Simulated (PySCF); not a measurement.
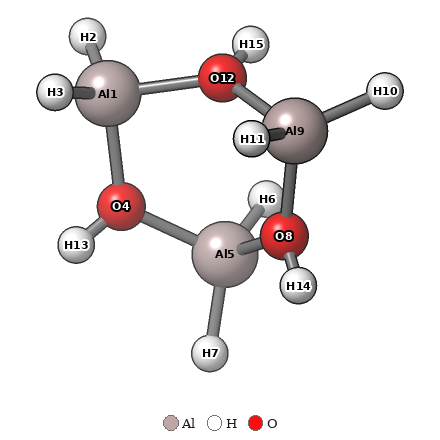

Al₃H₉O₃, singlet. Vertical core-electron binding energies by ΔSCF (SCAN, pcX-2 on the ionised atom (unc-x2c-TZVPall on a metal), pcseg-1 elsewhere, spin-free X2C; PySCF, at a PBE0-D3(BJ)/def2-SVP geometry (no frequency check)), gas phase, against the vacuum level. One atom of each kind was ionised; within a panel, areas follow the number of like atoms and 2j + 1 (2p levels are split by first-order spin-orbit coupling, an approximation), Gaussians of 0.4 eV full width. Only the regions named are shown.

Predict the Al 2p photoelectron lines.

Answer.
| level | atoms | binding energy (eV) |
| --- | --- | --- |
| Al 2p1/2 | Al1, Al5, Al9 | 81.1 |
| Al 2p3/2 | Al1, Al5, Al9 | 80.6 |

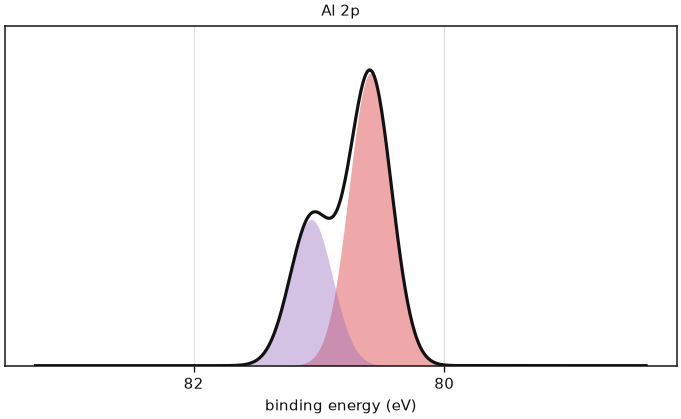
